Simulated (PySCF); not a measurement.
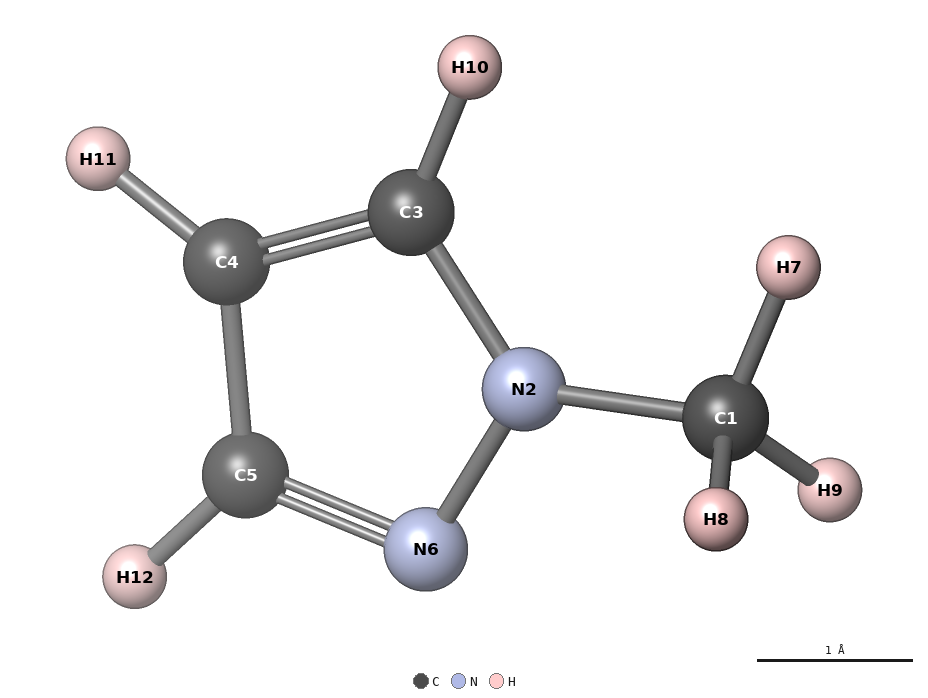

Orthographic view. Atoms fade into the background with distance from the viewer. The geometry was computed by an optimisation with PBE0-D3(BJ)/def2-SVP. No frequency run is at hand to confirm it as a minimum.

Write a MOL file (V2000) with the atoms in numerical order, bonds sorted by atom number with the orders drawn, and coordinates in the frame of the picture: x right, y up, z towards the viewer, origin at the mean position.

```
C4H6N2
                    3D

 12 12  0  0  0  0  0  0  0  0999 V2000
    1.6700   -0.3400    0.7000 C   0  0  0  0  0  0  0  0  0  0  0  0
    0.3700   -0.1500    0.1200 N   0  0  0  0  0  0  0  0  0  0  0  0
   -0.3600    0.9900    0.0700 C   0  0  0  0  0  0  0  0  0  0  0  0
   -1.5500    0.6700   -0.5500 C   0  0  0  0  0  0  0  0  0  0  0  0
   -1.4300   -0.7100   -0.8400 C   0  0  0  0  0  0  0  0  0  0  0  0
   -0.2600   -1.1900   -0.4200 N   0  0  0  0  0  0  0  0  0  0  0  0
    2.0800    0.6300    1.0000 H   0  0  0  0  0  0  0  0  0  0  0  0
    1.6100   -0.9900    1.5800 H   0  0  0  0  0  0  0  0  0  0  0  0
    2.3500   -0.8000   -0.0300 H   0  0  0  0  0  0  0  0  0  0  0  0
    0.0200    1.9300    0.4700 H   0  0  0  0  0  0  0  0  0  0  0  0
   -2.3800    1.3400   -0.7700 H   0  0  0  0  0  0  0  0  0  0  0  0
   -2.1400   -1.3600   -1.3300 H   0  0  0  0  0  0  0  0  0  0  0  0
  1  2  1  0
  1  7  1  0
  1  8  1  0
  1  9  1  0
  2  3  1  0
  2  6  1  0
  3  4  2  0
  3 10  1  0
  4  5  1  0
  4 11  1  0
  5  6  2  0
  5 12  1  0
M  END
```
